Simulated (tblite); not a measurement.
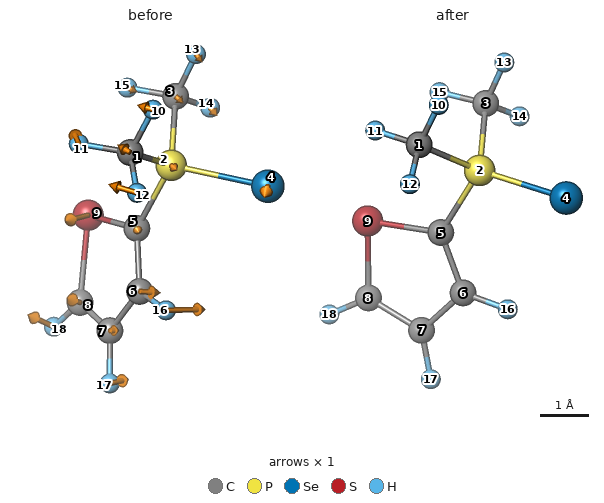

The structure of C6H9PSSe before (left) and after (right) a relaxation, at one scale. The orange arrows give the displacements, at their true length.

Style: ball-and-stick. Shown from a free direction.

Method: GFN2-xTB geometry optimisation, gas phase in tblite 0.8.0. 

Summarise the run.

The largest moves after the best rigid fit, 1.13 Å, are those of S9 and H16. By element the largest moves are H 1.13 Å, S 1.12 Å, C 0.57 Å, Se 0.44 Å, P 0.22 Å. Near-neighbour distances that change, for instance: C5–S9 1.928 → 1.739 Å, C8–S9 1.839 → 1.715 Å, P2–Se4 2.169 → 2.088 Å, C6–C7 1.355 → 1.410 Å. Bond angles that change, for instance: C1–P2–Se4 103.0° → 114.4°, C1–P2–C3 114.4° → 104.2°, C1–P2–C5 112.8° → 104.3°. Groups turn about P2–C5 by about 45°. After 123 geometry steps the energy has fallen by 1.029 eV. Cost: 1.2 s on 1 thread of Arm Neoverse V1, on a shared host.
